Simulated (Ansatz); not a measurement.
## Electronic structure of HMgO₂Si (SMILES O=[Si]1[O][MgH-]1) (charge −1) in real space

Input file:

```
crystal:
  periodic: [false, false, false]
  atoms:
    - symbol: Mg
      position_ang: [-0.143574, -0.289638, 3.373798]
    - symbol: O
      position_ang: [-3.504540, -2.545453, 4.004424]
    - symbol: O
      position_ang: [-1.343607, -1.465866, 2.443311]
    - symbol: Si
      position_ang: [-2.218366, -1.655431, 3.846529]
    - symbol: H
      position_ang: [1.275445, 0.724137, 3.298768]
basis:
  gaussian: {orbitals: def2-TZVPD}
total_charge: -1
hamiltonian: {xc: {name: PBE0}}
output: {forces: true, orbitals: {seedname: orbitals}}
```

Launched as:

```sh
ansatz run input.yaml --threads 1 --pin off --max-ram 2610MiB --events-out events.jsonl --progress --plain --runs-dir runs
```

Geometry: r2SCAN-D4/def2-SVPD.

All numbers below come from isolated molecule in a Gaussian basis; Kohn-Sham density functional theory, functional PBE0 in Ansatz.

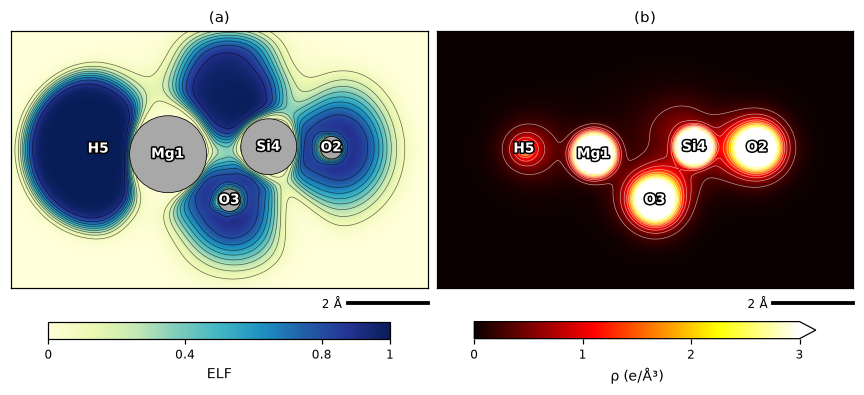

Figure 1. (a) electron localisation function; (b) total electron density on the molecular plane. Grey discs cover the atomic cores in the ELF map.

Interpret the plot.

- Atoms in the plane: Mg, O, Si and H.
- Si–O (1.57 Å): ρ is about 1.4 e/Å³ halfway; the ELF peaks at about 0.85 between the atoms, as expected for a short, strongly polar bond.
- Mg–O (1.92 Å): ρ at the midpoint is about 0.5 e/Å³; the ELF peaks at about 0.85 in the valence shell of O, 0.6 Å from its nucleus, and is about 0.30 at the midpoint: a largely ionic contact.
- Mg–Si (2.53 Å): the density is about 0.29 e/Å³ at the midpoint; the ELF is about 0.30 at the midpoint.
- Mg–H (1.75 Å): the density is about 0.34 e/Å³ at the midpoint; the ELF climbs to about 1 towards the hydrogen.
- Si–O (1.66 Å): the density is about 1.1 e/Å³ at the midpoint; the ELF peaks at about 0.85 between the atoms (a polar covalent bond).
- The ELF also peaks beside O2, away from the bonds: lone-pair regions.

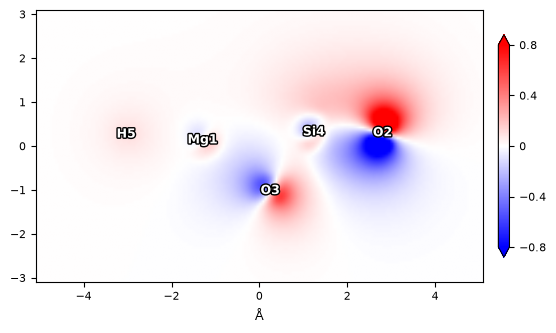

Figure 2. The HOMO−1 on the molecular plane (values in Å⁻³ᐟ²; the overall sign is arbitrary).

What is the character of this orbital?

It lies mainly on O2 (about 70 %), Si4 (about 20 %) and O3 (about 10 %); it is symmetric in the molecular plane (an in-plane orbital: σ, lone-pair or in-plane π type). Its energy is −2.92 eV.

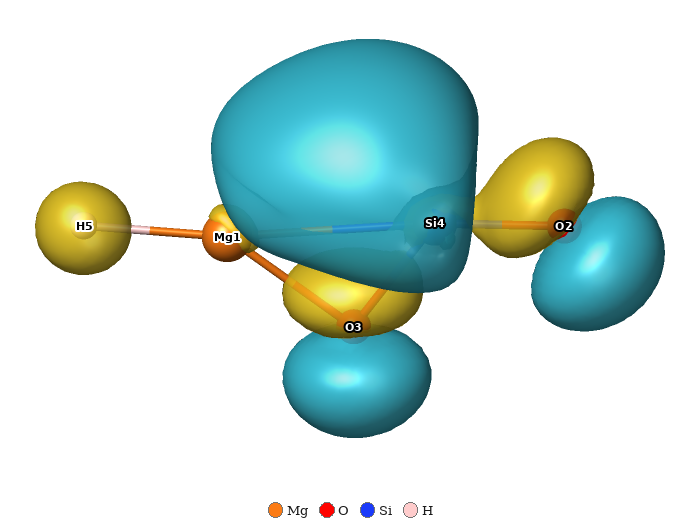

Figure 3. The HOMO at ±0.08 Å⁻³ᐟ² (yellow and cyan are the two phases), seen at a tilt.

Describe this orbital and give its energy.

Its weight (Hirshfeld) is mainly on Si4 (about 45 %), O3 (about 20 %), O2 (about 20 %) and Mg1 (about 15 %); it is symmetric in the molecular plane (an in-plane orbital: σ, lone-pair or in-plane π type). Its energy is −1.21 eV.
